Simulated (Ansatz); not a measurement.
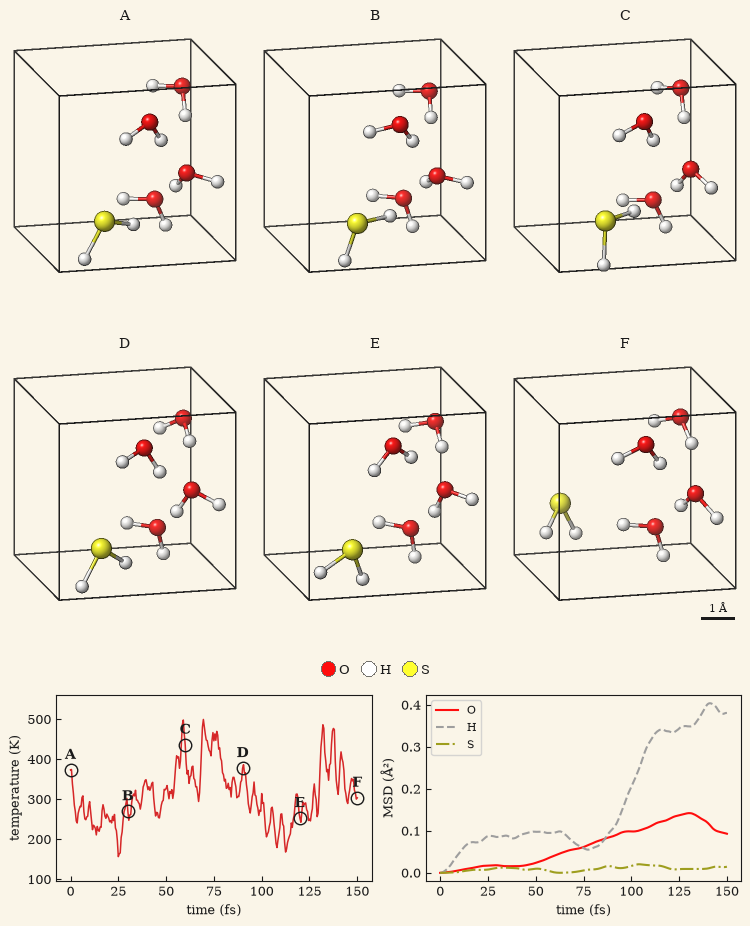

Molecular dynamics of a periodic cell with 4 H2O + 1 SH2 at 0.979 g/cm³, 150 fs long. Frames (A at 0 fs, B at 30 fs, C at 60 fs, D at 90 fs, E at 120 fs, F at 150 fs) and the history of the run. A ball-and-stick model of the simulation cell, seen slightly off an axis. Atoms that leave the cell re-enter on the other side.

Theory: Ansatz 0.2.0, DFT PBE-D3(BJ), scalar-relativistic, plane waves, PAW. Set-up: plane-wave cutoff 420 eV; k-point mesh 1 × 1 × 1; Fermi-Dirac smearing 0.02 eV; low-accuracy preset; Langevin thermostat (NVT); set temperature 400 K; time step 0.5 fs; friction 0.02 per fs.

Input file:
```yaml
accuracy: low
crystal:
  lattice:
    - [5.646216, 0.0, 0.0]
    - [0.0, 5.646216, 0.0]
    - [0.0, 0.0, 5.646216]
  atoms:
    - { symbol: O, position: [0.83843703, 0.54877494, 0.77083128] }
    - { symbol: H, position: [0.75261163, 0.63455581, 0.6404453] }
    - { symbol: H, position: [0.8893784, 0.40117609, 0.69743366] }
    - { symbol: O, position: [0.29812803, 0.71534558, 0.18350351] }
    - { symbol: H, position: [0.26690642, 0.78442071, 0.02443861] }
    - { symbol: H, position: [0.23569691, 0.55340826, 0.18083166] }
    - { symbol: O, position: [0.15172939, 0.90843305, 0.77456624] }
    - { symbol: H, position: [0.25375788, 0.8997829, 0.63584916] }
    - { symbol: H, position: [0.04217501, 0.7696963, 0.75865118] }
    - { symbol: O, position: [0.67352815, 0.80014211, 0.4234907] }
    - { symbol: H, position: [0.53308018, 0.77406587, 0.31689743] }
    - { symbol: H, position: [0.74580912, 0.95618802, 0.38186419] }
    - { symbol: S, position: [0.98021926, 0.25664753, 0.26342915] }
    - { symbol: H, position: [0.85180563, 0.45244159, 0.19989411] }
    - { symbol: H, position: [0.95399147, 0.15020465, 0.04905533] }
basis:
  ecutwfc: 420.0
kpoints:
  mp_grid: { grid: [1, 1, 1] }
hamiltonian:
  xc: pbe
  dispersion: d3bj
scf:
  occupations: { method: fermi_dirac, width: 0.02 }
  lower_state_search: "off"
md:
  timestep: 0.5
  n_steps: 300
  ensemble: nvt_langevin
  temperature: 400.0
  initial_velocities: maxwell_boltzmann
  seed: 137723
  friction: 0.02
```

Command:
```bash
ansatz run input.yaml --threads 1 --pin off --max-ram 3072MiB --backend cpu --events-out ev --progress --plain --runs-dir out
```

Q: Describe the run.

A: Over the second half the temperature averages 315 K (spread ±72 K). The potential energy in the second half lies on average 25.1 meV per atom above the first frame. Root-mean-square distances from the starting positions over the second half, with the common drift of all atoms taken out: H 0.51 Å, O 0.33 Å, S 0.11 Å. The heavy atoms stay within a fraction of a molecule's size of their starting places; so short a run doesn't tell a liquid from a solid.

Limits of the set-up: the program's low-accuracy preset was used; the periodic images lie only 5.6 Å apart, so the values are limited by the cell's size.

Cost: 2.4 min on 1 thread of Intel(R) Xeon(R) Platinum 8488C (Sapphire Rapids) (shared host), peak memory 0.35 GiB.
